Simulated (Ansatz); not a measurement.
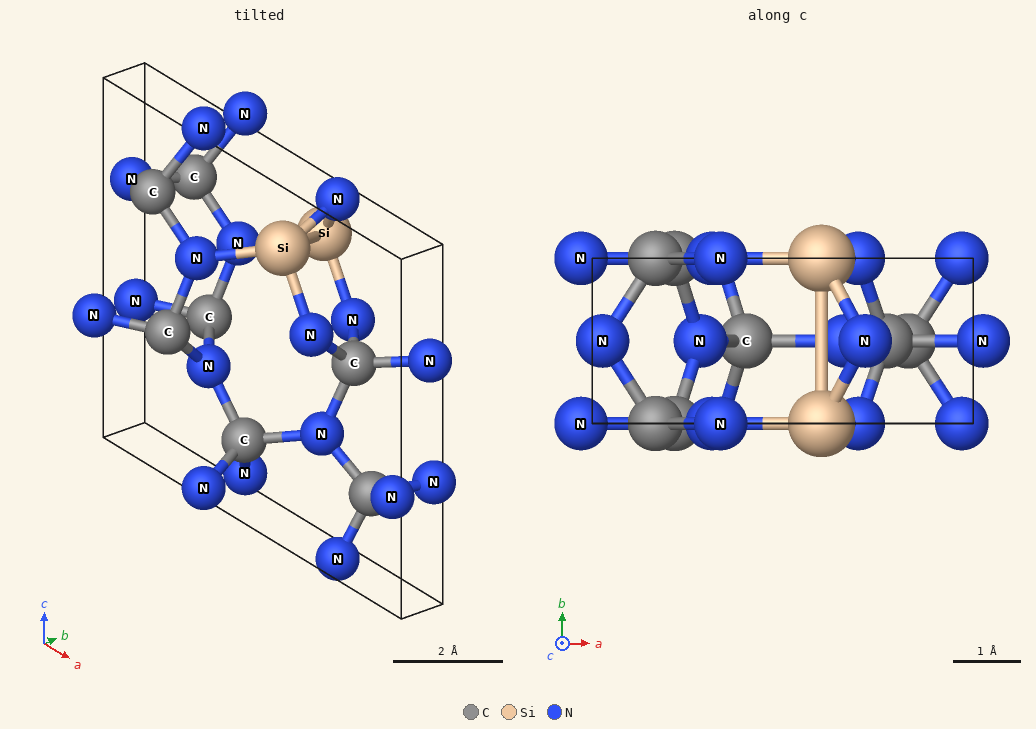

Structure drawing (ball-and-stick), viewed slightly off an axis and along the c axis. The edges of the conventional unit cell are marked.

SiC₅N₈, space group Pm (No. 6), a = 6.555 Å, b = 2.493 Å, c = 6.647 Å, α = 90.00°, β = 118.76°, γ = 90.00°. Starting structure: a structure type filled with these elements by a generator (whether the compound takes this form wasn't checked). Earlier steps of the study may have refined or changed the cell and positions. Ansatz was used for an electronic-structure calculation on it.

This one geometry was computed with Ansatz (DFT, plane waves, PAW) at four levels of theory: HSE06, PBE0, PBE and r2SCAN. It was relaxed beforehand with r2SCAN.

> Which level gives the highest pressure at this volume, and what does that say about its equilibrium volume?

Highest: PBE (5.8 GPa), which points to the largest equilibrium volume. Lowest, with the smallest volume: HSE06 (-5.2 GPa) and PBE0 (-5.3 GPa). Levels within 0.5 GPa of each other can't be told apart.

> How does the band gap change with the level of theory?

PBE: a gap of 2.81 eV, indirect; r2SCAN: a gap of 3.31 eV, indirect; HSE06: a gap of 4.28 eV, indirect; PBE0: a gap of 5.06 eV, indirect.

> Collect the results in a table.

| level | cutoff (eV) | k-mesh of the run's cell | gap (eV) | pressure (GPa) |
| --- | --- | --- | --- | --- |
| HSE06 | 420 | 4×6×4 | 4.28 | -5.2 |
| PBE0 | 420 | 4×6×4 | 5.06 | -5.3 |
| PBE | 420 | 4×10×4 | 2.81 | 5.8 |
| r2SCAN | 500 | 4×10×4 | 3.31 | 0.0 |

Gaps are taken on the k-mesh or band path of each run.
